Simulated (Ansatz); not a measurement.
**H9NOSi2 (built from SMILES N[SiH3].O[SiH3]): a reaction path by the nudged elastic band**

What path joins these two structures, and how high does it climb? Both ends were relaxed at PBE0-D4 in triple zeta.

Method: PBE0-D4/def2-SVP; program: Ansatz 0.2.0, Gaussian basis.

22 further runs of the same task are left out: 22 set aside as unsound or not needed.

**1. The system as given**

The first end: 13 atoms, charge 0, spin multiplicity 1.

Atoms are counted from 1 here; the program's logs count them from 0.

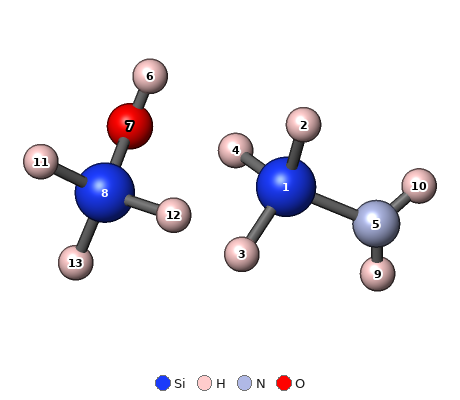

The starting geometry (silicon blue, hydrogen pink, nitrogen light blue, oxygen red); atoms are numbered from 1 in the order of the file.

Coordinates:

```mol
H9NOSi2
  3D, bonds by distance, orders not assigned

 13 11  0  0  0  0  0  0  0  0999 V2000
   -0.4997    0.8040    1.0397 Si  0  0
    0.6574    0.0351    1.5687 H   0  0
   -0.3335    1.0982   -0.4064 H   0  0
   -1.7248   -0.0274    1.2135 H   0  0
   -0.5095    2.3204    1.8605 N   0  0
    0.4417   -2.3245    0.0934 H   0  0
   -0.0543   -1.8523   -0.5766 O   0  0
    0.7308   -1.4563   -1.9742 Si  0  0
   -1.1044    3.0605    1.5234 H   0  0
   -0.4573    2.3419    2.8665 H   0  0
    1.2186   -2.6744   -2.6781 H   0  0
    1.8992   -0.5721   -1.7166 H   0  0
   -0.2645   -0.7530   -2.8139 H   0  0
  1  2  8  0
  1  3  8  0
  1  4  8  0
  1  5  8  0
  5  9  8  0
  5 10  8  0
  6  7  8  0
  7  8  8  0
  8 11  8  0
  8 12  8  0
  8 13  8  0
M  END
```

The second end:

```mol
H9NOSi2
  3D, bonds by distance, orders not assigned

 13 11  0  0  0  0  0  0  0  0999 V2000
   -1.1686    0.7340    0.1946 Si  0  0
    0.5325   -1.8880    2.4201 H   0  0
   -1.7694    1.7426   -0.7127 H   0  0
   -2.1691    0.0697    1.0586 H   0  0
   -0.0593    1.5707    1.1791 N   0  0
    0.4032   -1.7835    1.6920 H   0  0
   -0.5317   -0.4683   -0.7271 O   0  0
    0.7007   -0.7942   -1.7486 Si  0  0
    0.4649    2.3601    0.8427 H   0  0
    0.3566    1.1601    1.9980 H   0  0
    1.8881   -1.2635   -0.9867 H   0  0
    1.0809    0.4196   -2.5223 H   0  0
    0.2709   -1.8593   -2.6875 H   0  0
  1  3  8  0
  1  4  8  0
  1  5  8  0
  1  7  8  0
  2  6  8  0
  5  9  8  0
  5 10  8  0
  7  8  8  0
  8 11  8  0
  8 12  8  0
  8 13  8  0
M  END
```

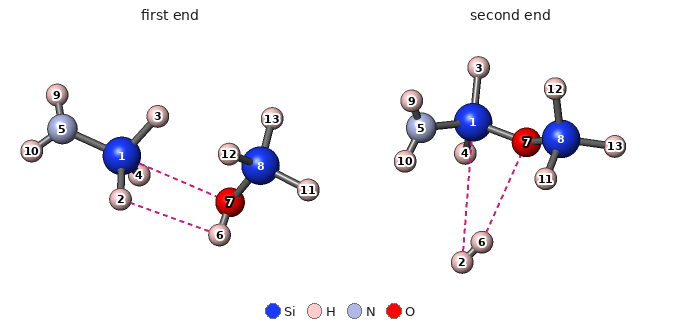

The two ends; dashed lines mark the contacts followed along the path.

**2. The band at PBE0-D4/def2-SVP**

Input file neb/in.yaml:

```yaml
crystal:
  periodic: [false, false, false]
  atoms:
    - {symbol: Si, position_ang: [-0.499735, 0.804038, 1.039687]}
    - {symbol: H, position_ang: [0.657439, 0.035086, 1.568681]}
    - {symbol: H, position_ang: [-0.333505, 1.098233, -0.406364]}
    - {symbol: H, position_ang: [-1.724756, -0.027400, 1.213518]}
    - {symbol: N, position_ang: [-0.509508, 2.320405, 1.860529]}
    - {symbol: H, position_ang: [0.441670, -2.324529, 0.093412]}
    - {symbol: O, position_ang: [-0.054303, -1.852321, -0.576581]}
    - {symbol: Si, position_ang: [0.730797, -1.456262, -1.974166]}
    - {symbol: H, position_ang: [-1.104355, 3.060460, 1.523382]}
    - {symbol: H, position_ang: [-0.457342, 2.341860, 2.866461]}
    - {symbol: H, position_ang: [1.218614, -2.674391, -2.678103]}
    - {symbol: H, position_ang: [1.899240, -0.572094, -1.716601]}
    - {symbol: H, position_ang: [-0.264458, -0.752986, -2.813857]}
basis:
  gaussian: {orbitals: def2-SVP}
hamiltonian: {xc: pbe0, dispersion: d4}
neb:
  images: 5
  climbing: true
  max_iterations: 40
  initial_path: idpp
  final_atoms:
    - {symbol: Si, position_ang: [-1.168585, 0.734027, 0.194612]}
    - {symbol: H, position_ang: [0.532520, -1.887957, 2.420056]}
    - {symbol: H, position_ang: [-1.769409, 1.742562, -0.712696]}
    - {symbol: H, position_ang: [-2.169088, 0.069682, 1.058593]}
    - {symbol: N, position_ang: [-0.059256, 1.570663, 1.179133]}
    - {symbol: H, position_ang: [0.403220, -1.783462, 1.691955]}
    - {symbol: O, position_ang: [-0.531674, -0.468255, -0.727150]}
    - {symbol: Si, position_ang: [0.700749, -0.794236, -1.748620]}
    - {symbol: H, position_ang: [0.464924, 2.360147, 0.842661]}
    - {symbol: H, position_ang: [0.356584, 1.160074, 1.997954]}
    - {symbol: H, position_ang: [1.888055, -1.263456, -0.986707]}
    - {symbol: H, position_ang: [1.080884, 0.419606, -2.522336]}
    - {symbol: H, position_ang: [0.270878, -1.859296, -2.687456]}
```

Started as:

```
ansatz run in.yaml --threads 8 --pin off --events-out ev --progress --plain --max-ram 19148MiB
```

The log of the run:

```text
Functional definition: PBE0
  name "PBE0"
  cite "Adamo & Barone, J. Chem. Phys. 110, 6158 (1999) doi:10.1063/1.478522"
  cite "Perdew, Burke & Ernzerhof, Phys. Rev. Lett. 77, 3865 (1996) doi:10.1103/PhysRevLett.77.3865"
  parent pbe
  parameter a = 0.25
  parameter kappa = 0.804
  parameter beta = 0.06672455060314922
  exchange = (1 - a)*pbe_x(kappa = kappa, mu = beta*pi^2/3) + a*exact_x
  correlation = pbe_c(beta = beta)
1145 factors; integrals over basis functions are off by at most 5.4e-4 eV
mean field evaluation 1: about -19413.7777 eV, gradient 6.4e1 eV
mean field evaluation 2: about -19404.1566 eV, gradient 9.3e1 eV
mean field evaluation 4: about -19421.2836 eV, gradient 3.9e0 eV
mean field evaluation 8: about -19421.3208 eV, gradient 9.7e-2 eV
mean field evaluation 16: about -19421.3208 eV, gradient 1.8e-5 eV
mean field -19421.32077438 eV, -713.7203742146 hartree, gradient 1.8e-5 eV, S^2 0.000000; 0 other end points of the search recorded, 0 dependent functions left out
the calculation of the forces begins
reference -19421.32080706 eV, -713.7203754154 hartree; 26, 26 occupied and 83, 83 virtual orbitals, 1145 factors
[... from here to the last solve, the lines of the solves are left out (155 solves) ...]
WARN: NEB end point (image 0): max|allowed force component| = 4.285e-1 eV/Å (the criterion of neb.relax_end_points is 1.000e-2). That is over neb.f_tol: it is no minimum, so the barrier can be far off. Relax it first
WARN: NEB end point (image 6): max|allowed force component| = 4.988e-1 eV/Å (the criterion of neb.relax_end_points is 1.000e-2). That is over neb.f_tol: it is no minimum, so the barrier can be far off. Relax it first
NEB iter   1: max|band force component| = 5.195e0 eV/Å  barrier→ = 5.7956 eV  barrier← = 6.6601 eV  Δτ_max = 0.2000 Å  (177 SCF iters)
NEB iter   2: max|band force component| = 4.560e0 eV/Å  barrier→ = 4.0847 eV  barrier← = 4.9491 eV  Δτ_max = 0.2000 Å  (142 SCF iters)
NEB iter   3: max|band force component| = 1.314e1 eV/Å  barrier→ = 2.3921 eV  barrier← = 3.2565 eV  Δτ_max = 0.1013 Å  (140 SCF iters)
NEB iter   4: max|band force component| = 2.533e0 eV/Å  barrier→ = 1.8236 eV  barrier← = 2.6880 eV  Δτ_max = 0.2000 Å  (129 SCF iters)
NEB iter   5: max|band force component| = 1.257e0 eV/Å  barrier→ = 0.9968 eV  barrier← = 1.8612 eV  Δτ_max = 0.1027 Å  (125 SCF iters)
NEB iter   6: max|band force component| = 1.461e0 eV/Å  barrier→ = 0.6154 eV  barrier← = 1.4798 eV  Δτ_max = 0.0508 Å  (123 SCF iters)
NEB iter   7: max|band force component| = 5.865e-1 eV/Å  barrier→ = 0.5562 eV  barrier← = 1.4206 eV  CI = image 2  Δτ_max = 0.1002 Å  (118 SCF iters)
NEB iter   8: max|band force component| = 7.354e-1 eV/Å  barrier→ = 0.6892 eV  barrier← = 1.5536 eV  CI = image 2  Δτ_max = 0.0981 Å  (121 SCF iters)
NEB iter   9: max|band force component| = 1.649e0 eV/Å  barrier→ = 0.8405 eV  barrier← = 1.7049 eV  CI = image 2  Δτ_max = 0.0501 Å  (119 SCF iters)
NEB iter  10: max|band force component| = 1.633e0 eV/Å  barrier→ = 0.9317 eV  barrier← = 1.7962 eV  CI = image 2  Δτ_max = 0.1021 Å  (117 SCF iters)
NEB iter  11: max|band force component| = 1.519e0 eV/Å  barrier→ = 1.0469 eV  barrier← = 1.9113 eV  CI = image 2  Δτ_max = 0.1963 Å  (118 SCF iters)
NEB iter  12: max|band force component| = 6.523e-1 eV/Å  barrier→ = 1.1830 eV  barrier← = 2.0474 eV  CI = image 2  Δτ_max = 0.1985 Å  (123 SCF iters)
NEB iter  13: max|band force component| = 4.107e-1 eV/Å  barrier→ = 1.1849 eV  barrier← = 2.0494 eV  CI = image 2  Δτ_max = 0.0821 Å  (124 SCF iters)
NEB iter  14: max|band force component| = 4.013e-1 eV/Å  barrier→ = 1.1769 eV  barrier← = 2.0413 eV  CI = image 2  Δτ_max = 0.0568 Å  (115 SCF iters)
NEB iter  15: max|band force component| = 1.834e-1 eV/Å  barrier→ = 1.1709 eV  barrier← = 2.0353 eV  CI = image 2  Δτ_max = 0.0626 Å  (117 SCF iters)
NEB iter  16: max|band force component| = 1.012e-1 eV/Å  barrier→ = 1.1641 eV  barrier← = 2.0286 eV  CI = image 2  Δτ_max = 0.0322 Å  (116 SCF iters)
NEB iter  17: max|band force component| = 2.217e-1 eV/Å  barrier→ = 1.1611 eV  barrier← = 2.0255 eV  CI = image 2  Δτ_max = 0.0161 Å  (116 SCF iters)
NEB iter  18: max|band force component| = 1.421e-1 eV/Å  barrier→ = 1.1599 eV  barrier← = 2.0244 eV  CI = image 2  Δτ_max = 0.0321 Å  (110 SCF iters)
NEB iter  19: max|band force component| = 1.028e-1 eV/Å  barrier→ = 1.1586 eV  barrier← = 2.0231 eV  CI = image 2  Δτ_max = 0.0289 Å  (116 SCF iters)
NEB iter  20: max|band force component| = 5.408e-2 eV/Å  barrier→ = 1.1588 eV  barrier← = 2.0232 eV  CI = image 2  Δτ_max = 0.0370 Å  (112 SCF iters)
NEB iter  21: max|band force component| = 1.011e-1 eV/Å  barrier→ = 1.1586 eV  barrier← = 2.0230 eV  CI = image 2  Δτ_max = 0.0186 Å  (113 SCF iters)
1148 factors; integrals over basis functions are off by at most 6.3e-4 eV
mean field -19420.14770728 eV, -713.6772647935 hartree, gradient 1.4e-6 eV, S^2 0.000000; 0 other end points of the search recorded, 0 dependent functions left out
the calculation of the forces begins
reference -19420.14773920 eV, -713.6772659665 hartree; 26, 26 occupied and 83, 83 virtual orbitals, 1148 factors
NEB iter  22: max|band force component| = 3.427e-2 eV/Å  barrier→ = 1.1580 eV  barrier← = 2.0224 eV  CI = image 2  CI's point: of a kind that is not told: the force calls were inconclusive, a negative curvature could not be distinguished from the path's own, the only one lies far off the path, or fixed occupations may fill a level only in part  Δτ_max = 0.0000 Å  (1018 SCF iters)
WARN: NEB end point (image 6): the path dips 0.035412 eV below it before the top, so the barrier from the dip is that much higher. The path crosses a lower well, or the end point is a saddle point, which neb.relax_end_points tests for
Total energy: -19420.35039945 eV, -713.6847135933 hartree
Atom 0 at    -0.835816     0.346447     0.759245 Å, force    -0.001602     0.035398     0.010160 eV/Å
Atom 1 at    -0.044457    -0.847962     1.741386 Å, force     0.009712    -0.002553    -0.007142 eV/Å
Atom 2 at    -1.225994     1.145923    -0.473290 Å, force     0.004078    -0.002655     0.003734 eV/Å
Atom 3 at    -2.164488    -0.140091     1.246737 Å, force     0.002731     0.001419    -0.002579 eV/Å
Atom 4 at     0.115959     1.551893     1.532724 Å, force    -0.013214    -0.031384     0.012280 eV/Å
Atom 5 at     0.247412    -1.258507     0.669989 Å, force    -0.012895     0.005015     0.011224 eV/Å
Atom 6 at    -0.033540    -0.958465    -0.352800 Å, force     0.014294    -0.016810    -0.022616 eV/Å
Atom 7 at     0.690972    -0.937883    -1.892704 Å, force    -0.007080     0.002257     0.007740 eV/Å
Atom 8 at     0.035871     2.525846     1.265695 Å, force    -0.001780    -0.003090    -0.004559 eV/Å
Atom 9 at     0.539134     1.413573     2.442113 Å, force     0.003723     0.012576    -0.007230 eV/Å
Atom 10 at     1.401703    -2.236737    -2.043768 Å, force     0.002580     0.000602     0.000858 eV/Å
Atom 11 at     1.653542     0.194718    -1.981875 Å, force     0.000159     0.000744    -0.000513 eV/Å
Atom 12 at    -0.380501    -0.798655    -2.913454 Å, force    -0.000707    -0.001519    -0.001357 eV/Å
Dipole moment:     0.350066     0.034830    -0.178116 e Å
```

Wall time 2.5 min (8 threads of Intel Xeon Platinum 8259CL at 2.50GHz, shared host).

The last band:

| image | path (Å) | energy (kcal/mol) | Si1–O7 (Å) | H2–H6 (Å) | Si1–H2 (Å) | H6–O7 (Å) |
| --- | --- | --- | --- | --- | --- | --- |
| 0 | 0.00 | 0.0 | 3.14 | 2.79 | 1.49 | 0.96 |
| 1 | 2.05 | 1.6 | 3.13 | 1.84 | 1.50 | 0.96 |
| 2 | 4.10 | 26.7 | 1.89 | 1.18 | 1.74 | 1.10 |
| 3 | 5.36 | -16.3 | 1.68 | 0.76 | 2.74 | 2.06 |
| 4 | 6.62 | -20.8 | 1.67 | 0.76 | 3.76 | 2.54 |
| 5 | 7.89 | -20.7 | 1.67 | 0.76 | 3.88 | 2.57 |
| 6 | 9.15 | -19.9 | 1.64 | 0.75 | 3.84 | 2.91 |

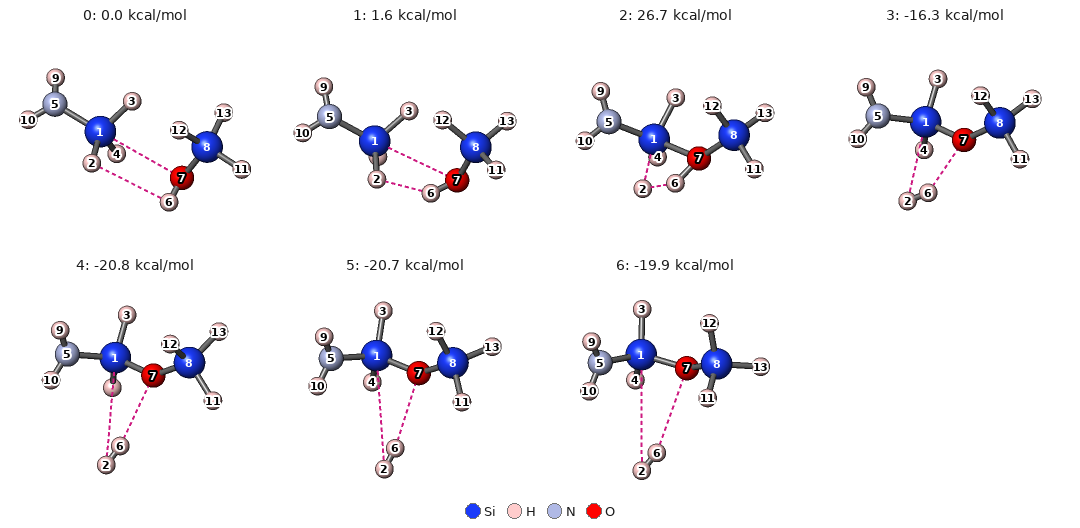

The images of the last band.

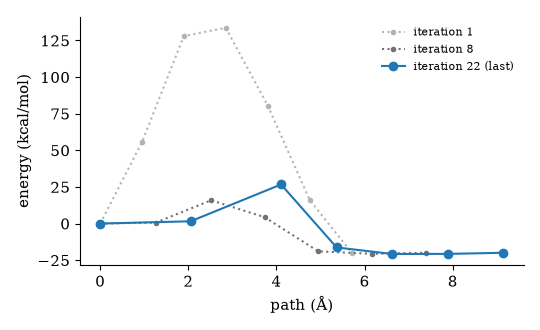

Energy along the path.

The highest image, 2:

```xyz
13
charge 0, multiplicity 1
Si   -0.83582    0.34645    0.75924
H    -0.04446   -0.84796    1.74139
H    -1.22599    1.14592   -0.47329
H    -2.16449   -0.14009    1.24674
N     0.11596    1.55189    1.53272
H     0.24741   -1.25851    0.66999
O    -0.03354   -0.95847   -0.35280
Si    0.69097   -0.93788   -1.89270
H     0.03587    2.52585    1.26570
H     0.53913    1.41357    2.44211
H     1.40170   -2.23674   -2.04377
H     1.65354    0.19472   -1.98188
H    -0.38050   -0.79866   -2.91345
```

**3. What came out**

```
                                                                       quantity                                                     value
                                                PBE0-D4/def2-SVP, 22 iterations  highest 26.7 kcal/mol (image 2), last end -19.9 kcal/mol
from earlier runs: barrier over the separately found saddle, CCSD(T)/def2-TZVPP                                             32.2 kcal/mol
```

The highest image lies 26.7 kcal/mol above the first end, and it climbed, so it estimates the saddle. The ends are not quite minima at this level (largest force component 0.50 eV/Å), so the heights are unreliable: relaxing the first end would lower it and raise the barrier above it. The highest image is 5.5 kcal/mol below the CCSD(T) barrier in triple zeta, which comes from separate runs on the saddle.
